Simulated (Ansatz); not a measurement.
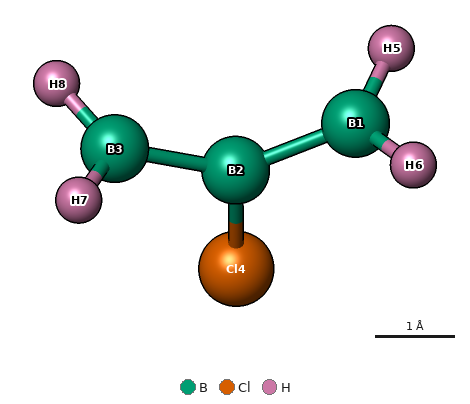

Figure 1. The input geometry (ball-and-stick view, seen at a tilt; atoms are numbered from 1 in the order of the input). Bond lengths as drawn: B–B 1.66 Å, B–Cl 1.80 Å and B–H 1.22 Å.

Nudged elastic band, with input and output: B3H4Cl

System: B3H4Cl.
Method: RKS PBE/def2-SVP (Ansatz 0.2.0).

It belongs to a series of runs on one base structure; here: band between the two ends. Figures and captions count atoms from 1; the log counts them from 0 in places.

The program's output:
```
Engine: ansatz 0.2.0, aarch64-unknown-linux-gnu
Functional definition: PBE
  parameter kappa = 0.804
  parameter beta = 0.06672455060314922
  exchange = pbe_x(kappa = kappa, mu = beta*pi^2/3)
  correlation = pbe_c(beta = beta)
889 factors; their error is unknown
mean field evaluation 1: about -14596.2206 eV, gradient 3.4e1 eV
mean field evaluation 2: about -14592.3541 eV, gradient 4.9e1 eV
mean field evaluation 4: about -14600.8325 eV, gradient 2.6e0 eV
mean field evaluation 8: about -14600.8562 eV, gradient 1.2e-2 eV
mean field -14600.82296216 eV, -536.5703470660 hartree, gradient 4.6e-5 eV, S^2 0.000000; 0 other end points of the search recorded, 0 dependent functions left out
the calculation of the forces begins
reference -14600.82299779 eV, -536.5703483754 hartree; 18, 18 occupied and 62, 62 virtual orbitals, 889 factors
889 factors; their error is unknown
mean field evaluation 16: about -14596.2256 eV, gradient 3.4e1 eV
mean field -14600.82296295 eV, -536.5703470950 hartree, gradient 7.1e-5 eV, S^2 0.000000; 0 other end points of the search recorded, 0 dependent functions left out
[... from here on the field's lines of each further geometry are left out, up to the last ...]
NEB iter   1: max|band force component| = 2.053e1 eV/Å  barrier→ = 5.0350 eV  barrier← = 5.0350 eV  Δτ_max = 0.1980 Å  (223 SCF iters)
NEB iter   2: max|band force component| = 3.932e0 eV/Å  barrier→ = 0.8447 eV  barrier← = 0.8447 eV  Δτ_max = 0.1915 Å  (203 SCF iters)
NEB iter   3: max|band force component| = 1.845e0 eV/Å  barrier→ = 0.5490 eV  barrier← = 0.5490 eV  Δτ_max = 0.1414 Å  (192 SCF iters)
NEB iter   4: max|band force component| = 6.326e-1 eV/Å  barrier→ = 0.3970 eV  barrier← = 0.3970 eV  Δτ_max = 0.0352 Å  (190 SCF iters)
NEB iter   5: max|band force component| = 2.640e-1 eV/Å  barrier→ = 0.3953 eV  barrier← = 0.3953 eV  CI = image 4  Δτ_max = 0.0218 Å  (186 SCF iters)
NEB iter   6: max|band force component| = 6.463e-2 eV/Å  barrier→ = 0.3951 eV  barrier← = 0.3951 eV  CI = image 4  Δτ_max = 0.0217 Å  (191 SCF iters)
NEB iter   7: max|band force component| = 5.621e-2 eV/Å  barrier→ = 0.3950 eV  barrier← = 0.3950 eV  CI = image 4  Δτ_max = 0.0276 Å  (187 SCF iters)
NEB iter   8: max|band force component| = 5.579e-2 eV/Å  barrier→ = 0.3950 eV  barrier← = 0.3950 eV  CI = image 4  Δτ_max = 0.0243 Å  (180 SCF iters)
the calculation of the forces begins
reference -14600.78192228 eV, -536.5688388785 hartree; 18, 18 occupied and 62, 62 virtual orbitals, 889 factors
889 factors; their error is unknown
mean field evaluation 640: about -14600.3595 eV, gradient 5.2e0 eV
mean field -14600.42796733 eV, -536.5558312740 hartree, gradient 2.0e-5 eV, S^2 0.000000; 1 other end points of the search recorded, 0 dependent functions left out
the calculation of the forces begins
reference -14600.42800163 eV, -536.5558325345 hartree; 18, 18 occupied and 62, 62 virtual orbitals, 889 factors
NEB iter   9: max|band force component| = 2.522e-2 eV/Å  barrier→ = 0.3950 eV  barrier← = 0.3950 eV  CI = image 4  Δτ_max = 0.0000 Å  (358 SCF iters)
```

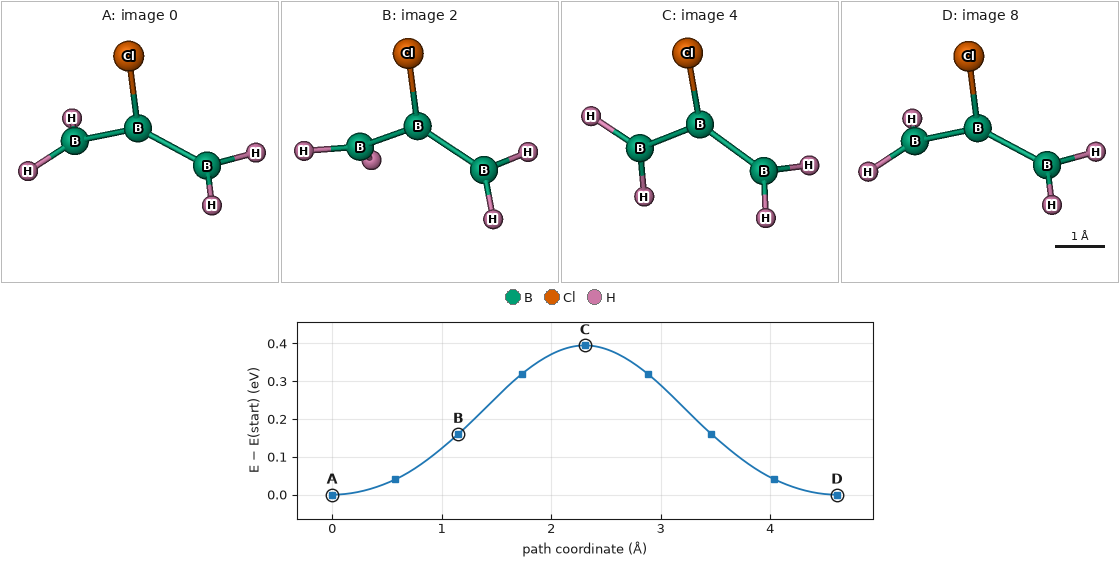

Figure 2. Images of the last band (counted from 0; ball-and-stick, seen at an oblique angle) above the energy along the path; the line is a cubic interpolation that uses the forces. The highest image is number 4, 0.395 eV above the start and 0.395 eV above the end (the climbing image); start and end have the same energy. The path is 4.61 Å long. The band converged in 9 iterations.

```
Total energy: -14600.42800163 eV, -536.5558325345 hartree
Atom 0 at    -0.304997     1.289168    -0.650968 Å, force     0.001055     0.000870    -0.001911 eV/Å
Atom 1 at    -0.446448    -0.319538    -0.320534 Å, force     0.002103    -0.001285     0.002280 eV/Å
Atom 2 at     0.649594    -0.969895     0.879384 Å, force    -0.001435    -0.001562    -0.000647 eV/Å
Atom 3 at    -1.604377    -1.423830    -1.077107 Å, force    -0.000211     0.000889    -0.000503 eV/Å
Atom 4 at    -0.876398     2.144154     0.010227 Å, force    -0.000875     0.000134     0.000293 eV/Å
Atom 5 at     0.495522     1.716258    -1.470622 Å, force    -0.001132     0.000582    -0.000134 eV/Å
Atom 6 at     1.480261    -0.285005     1.450890 Å, force     0.000658     0.000528     0.000019 eV/Å
Atom 7 at     0.606844    -2.151322     1.178720 Å, force    -0.000163    -0.000156     0.000604 eV/Å
Dipole moment:     0.042375     0.035790     0.029099 e Å
this run last wrote the band of iteration 9 to [file]
```

The last band as extended XYZ (Å, eV, eV/Å):
```
8
Properties=species:S:1:pos:R:3:forces:R:3 image=0 energy=-14600.82296
B    -0.3990    1.3954   -0.5921   -0.0010   0.0094  -0.0018
B    -0.1873   -0.2097   -0.2090   -0.0046  -0.0054  -0.0053
B     0.6905   -1.0641    0.9172    0.0049  -0.0048   0.0066
Cl   -1.1454   -1.2994   -1.2772    0.0032   0.0039   0.0037
H    -1.2944    2.0574   -0.0956   -0.0005  -0.0022   0.0002
H     0.3021    1.9515   -1.4202    0.0002  -0.0021  -0.0003
H     1.8153   -1.4682    0.6761   -0.0010   0.0006  -0.0016
H     0.2183   -1.3628    2.0008   -0.0013   0.0006  -0.0014
8
Properties=species:S:1:pos:R:3:forces:R:3 image=1 energy=-14600.78264
B    -0.3999    1.3406   -0.5539    0.0054   0.0024  -0.0071
B    -0.3108   -0.2976   -0.2679    0.0169   0.0139   0.0015
B     0.6627   -1.0192    0.8815   -0.0023  -0.0116   0.0080
Cl   -1.2505   -1.3777   -1.3402    0.0301   0.0064  -0.0118
H    -1.1160    2.1383    0.0219   -0.0409  -0.0165  -0.0038
H     0.3538    1.7910   -1.4041   -0.0119   0.0295   0.0109
H     1.8744   -1.0759    0.7673    0.0111  -0.0880  -0.0430
H     0.1863   -1.4995    1.8954   -0.0084   0.0639   0.0452
8
Properties=species:S:1:pos:R:3:forces:R:3 image=2 energy=-14600.66218
B    -0.3939    1.3190   -0.5472   -0.0206   0.0073   0.0172
B    -0.3814   -0.3215   -0.2934    0.0295  -0.0078   0.0023
B     0.6566   -0.9909    0.8627   -0.0030  -0.0038  -0.0022
Cl   -1.3427   -1.4211   -1.3123    0.0704   0.0058  -0.0558
H    -0.9854    2.1884    0.0628   -0.0439  -0.0043   0.0139
H     0.3810    1.6986   -1.4178   -0.0268   0.0131   0.0194
H     1.8370   -0.7030    0.9481    0.0618  -0.1219  -0.1079
H     0.2287   -1.7695    1.6971   -0.0673   0.1116   0.1132
8
Properties=species:S:1:pos:R:3:forces:R:3 image=3 energy=-14600.50406
B    -0.3634    1.3066   -0.5836   -0.0298   0.0071   0.0275
B    -0.4228   -0.3225   -0.3136    0.0153  -0.0045   0.0014
B     0.6578   -0.9774    0.8659    0.0014  -0.0033  -0.0097
Cl   -1.4629   -1.4374   -1.2196    0.0679  -0.0073  -0.0659
H    -0.9192    2.1857    0.0493   -0.0214   0.0155   0.0193
H     0.4308    1.6902   -1.4361   -0.0267  -0.0069   0.0176
H     1.6960   -0.4306    1.1933    0.0856  -0.0581  -0.1035
H     0.3837   -2.0145    1.4444   -0.0922   0.0575   0.1134
8
Properties=species:S:1:pos:R:3:forces:R:3 image=4 energy=-14600.42797
B    -0.3050    1.2892   -0.6510    0.0011   0.0009  -0.0019
B    -0.4464   -0.3195   -0.3205    0.0021  -0.0013   0.0023
B     0.6496   -0.9699    0.8794   -0.0014  -0.0016  -0.0006
Cl   -1.6044   -1.4238   -1.0771   -0.0002   0.0009  -0.0005
H    -0.8764    2.1442    0.0102   -0.0009   0.0001   0.0003
H     0.4955    1.7163   -1.4706   -0.0011   0.0006  -0.0001
H     1.4803   -0.2850    1.4509    0.0007   0.0005   0.0000
H     0.6068   -2.1513    1.1787   -0.0002  -0.0002   0.0006
8
Properties=species:S:1:pos:R:3:forces:R:3 image=5 energy=-14600.50353
B    -0.2792    1.2842   -0.6748    0.0278  -0.0114  -0.0192
B    -0.4009   -0.3281   -0.3326    0.0014  -0.0029   0.0043
B     0.6432   -0.9719    0.8848   -0.0017   0.0059   0.0105
Cl   -1.5896   -1.4084   -1.0851   -0.0654   0.0245   0.0668
H    -0.9823    2.0387   -0.0111    0.0136  -0.0150  -0.0231
H     0.5182    1.8271   -1.4173    0.0215   0.0069  -0.0305
H     1.1427   -0.2897    1.7622   -0.1141  -0.0136   0.0929
H     0.9479   -2.1519    0.8740    0.1170   0.0055  -0.1016
8
Properties=species:S:1:pos:R:3:forces:R:3 image=6 energy=-14600.66143
B    -0.2804    1.2954   -0.6590    0.0182  -0.0137  -0.0026
B    -0.3377   -0.3322   -0.3331    0.0122   0.0095   0.0066
B     0.6410   -0.9863    0.8810    0.0025   0.0058   0.0225
Cl   -1.5069   -1.3918   -1.1580   -0.0658   0.0232   0.0654
H    -1.0920    1.9614   -0.0268    0.0176   0.0087  -0.0280
H     0.5007    1.9159   -1.3533    0.0166  -0.0140  -0.0469
H     0.7428   -0.4981    1.9930   -0.1331  -0.0939   0.0648
H     1.3326   -1.9643    0.6563    0.1319   0.0744  -0.0817
8
Properties=species:S:1:pos:R:3:forces:R:3 image=7 energy=-14600.78189
B    -0.3236    1.3320   -0.6240   -0.0107   0.0050   0.0199
B    -0.2598   -0.3015   -0.3066    0.0024   0.0104   0.0046
B     0.6610   -1.0207    0.8866    0.0038  -0.0074   0.0015
Cl   -1.3528   -1.3594   -1.2490   -0.0146   0.0122   0.0314
H    -1.1866    1.9659   -0.0344    0.0142   0.0288  -0.0208
H     0.4165    1.9621   -1.3553    0.0034  -0.0220  -0.0421
H     0.3966   -0.8984    2.0696   -0.0557  -0.0826   0.0200
H     1.6487   -1.6801    0.6132    0.0570   0.0556  -0.0145
8
Properties=species:S:1:pos:R:3:forces:R:3 image=8 energy=-14600.82296
B    -0.3986    1.3930   -0.5911   -0.0002  -0.0021   0.0008
B    -0.1870   -0.2127   -0.2079    0.0028   0.0045   0.0032
B     0.6918   -1.0655    0.9189   -0.0010   0.0008  -0.0017
Cl   -1.1508   -1.2878   -1.2847   -0.0017  -0.0025  -0.0022
H    -1.2964    2.0532   -0.0967    0.0001   0.0004  -0.0005
H     0.3017    1.9475   -1.4209   -0.0005   0.0005  -0.0004
H     0.2212   -1.3622    2.0038    0.0002  -0.0003   0.0001
H     1.8181   -1.4655    0.6785    0.0003  -0.0012   0.0006
```

This output came from the following input.

The input:
```yaml
crystal:
  periodic: [false, false, false]
  atoms:
    - { symbol: B, position_ang: [-0.398981, 1.39537, -0.592105] }
    - { symbol: B, position_ang: [-0.187298, -0.20975, -0.208959] }
    - { symbol: B, position_ang: [0.690479, -1.064078, 0.91715] }
    - { symbol: Cl, position_ang: [-1.145425, -1.299425, -1.277243] }
    - { symbol: H, position_ang: [-1.294418, 2.057351, -0.095596] }
    - { symbol: H, position_ang: [0.302105, 1.951479, -1.420214] }
    - { symbol: H, position_ang: [1.815258, -1.46818, 0.676141] }
    - { symbol: H, position_ang: [0.21828, -1.362777, 2.000816] }
basis:
  gaussian: { orbitals: def2-SVP }
hamiltonian:
  xc: pbe
neb:
  order_check: false
  images: 7
  f_tol: 0.05
  max_iterations: 60
  final_atoms:
    - { symbol: B, position_ang: [-0.39861188, 1.39304508, -0.59114675] }
    - { symbol: B, position_ang: [-0.18702194, -0.21268925, -0.20785733] }
    - { symbol: B, position_ang: [0.69178879, -1.06554483, 0.91892233] }
    - { symbol: Cl, position_ang: [-1.15083997, -1.28778059, -1.28468898] }
    - { symbol: H, position_ang: [-1.29644695, 2.05319498, -0.09669232] }
    - { symbol: H, position_ang: [0.30174122, 1.94746789, -1.42090599] }
    - { symbol: H, position_ang: [0.22124637, -1.36220004, 2.00380887] }
    - { symbol: H, position_ang: [1.81814437, -1.46550324, 0.67855017] }
  initial_path:
    images:
      - { positions_ang: [[-0.398981, 1.39537, -0.592105], [-0.187298, -0.20975, -0.208959], [0.690479, -1.064078, 0.91715], [-1.145425, -1.299425, -1.277243], [-1.294418, 2.057351, -0.095596], [0.302105, 1.951479, -1.420214], [1.815258, -1.46818, 0.676141], [0.21828, -1.362777, 2.000816]] }
      - { positions_ang: [[-0.36689637, 1.35923641, -0.59704171], [-0.24272111, -0.24520973, -0.22960416], [0.67582013, -1.03388736, 0.8954337], [-1.2547425, -1.31446384, -1.22817029], [-1.17987652, 2.05790974, -0.0672782], [0.34135826, 1.8805965, -1.42220149], [1.71358189, -1.16687254, 0.85306694], [0.31347622, -1.53731918, 1.79578521]] }
      - { positions_ang: [[-0.33481173, 1.32310281, -0.60197843], [-0.29814421, -0.28066945, -0.25024931], [0.66116125, -1.00369671, 0.87371739], [-1.36405999, -1.32950269, -1.17909759], [-1.06533505, 2.05846848, -0.0389604], [0.38061152, 1.809714, -1.42418897], [1.61190578, -0.86556507, 1.02999288], [0.40867244, -1.71186137, 1.59075442]] }
      - { positions_ang: [[-0.3027271, 1.28696922, -0.60691514], [-0.35356732, -0.31612918, -0.27089447], [0.64650238, -0.97350607, 0.85200109], [-1.47337749, -1.34454153, -1.13002488], [-0.95079357, 2.05902722, -0.01064259], [0.41986478, 1.7388315, -1.42617646], [1.51022968, -0.56425761, 1.20691882], [0.50386866, -1.88640355, 1.38572363]] }
      - { positions_ang: [[-0.27064247, 1.25083563, -0.61185185], [-0.40899043, -0.35158891, -0.29153963], [0.6318435, -0.94331543, 0.83028478], [-1.58269498, -1.35958037, -1.08095218], [-0.8362521, 2.05958596, 0.01767521], [0.45911803, 1.667949, -1.42816394], [1.40855357, -0.26295014, 1.38384476], [0.59906488, -2.06094574, 1.18069285]] }
      - { positions_ang: [[-0.30263482, 1.28638799, -0.60667558], [-0.35349831, -0.31686399, -0.27061905], [0.64682982, -0.97387278, 0.85244417], [-1.47473123, -1.34163043, -1.13188638], [-0.95130081, 2.05798821, -0.01091667], [0.41977383, 1.73782872, -1.42634945], [1.11172677, -0.53776262, 1.53883579], [0.90383475, -1.91208511, 1.05515718]] }
      - { positions_ang: [[-0.33462718, 1.32194035, -0.6014993], [-0.29800619, -0.28213908, -0.24969848], [0.66181614, -1.00443013, 0.87460356], [-1.36676747, -1.32368048, -1.18282058], [-1.06634953, 2.05639047, -0.03950856], [0.38042963, 1.80770844, -1.42453497], [0.81489997, -0.81257509, 1.69382682], [1.20860463, -1.76322449, 0.92962151]] }
      - { positions_ang: [[-0.36661953, 1.35749272, -0.59632302], [-0.24251407, -0.24741417, -0.22877791], [0.67680247, -1.03498748, 0.89676294], [-1.25880372, -1.30573053, -1.23375478], [-1.18139824, 2.05479273, -0.06810044], [0.34108542, 1.87758816, -1.42272048], [0.51807317, -1.08738757, 1.84881784], [1.5133745, -1.61436386, 0.80408584]] }
      - { positions_ang: [[-0.39861188, 1.39304508, -0.59114675], [-0.18702194, -0.21268925, -0.20785733], [0.69178879, -1.06554483, 0.91892233], [-1.15083997, -1.28778059, -1.28468898], [-1.29644695, 2.05319498, -0.09669232], [0.30174122, 1.94746789, -1.42090599], [0.22124637, -1.36220004, 2.00380887], [1.81814437, -1.46550324, 0.67855017]] }
```

Run as:
```bash
ansatz run input.yaml --threads 1 --pin off --max-ram 2048MiB --backend cpu --events-out ev --progress --plain --runs-dir out
```

Results in brief:

| quantity | value |
| --- | --- |
| outcome | converged |
| barrier, forward | 0.395 eV |
| barrier, backward | 0.395 eV |
| hardware | 1 thread of Arm Neoverse N1, 16 GiB of memory available, shared host |
| wall time | 3.6 min |
| peak memory | 0.15 GiB |

The order of the saddle point was not checked.
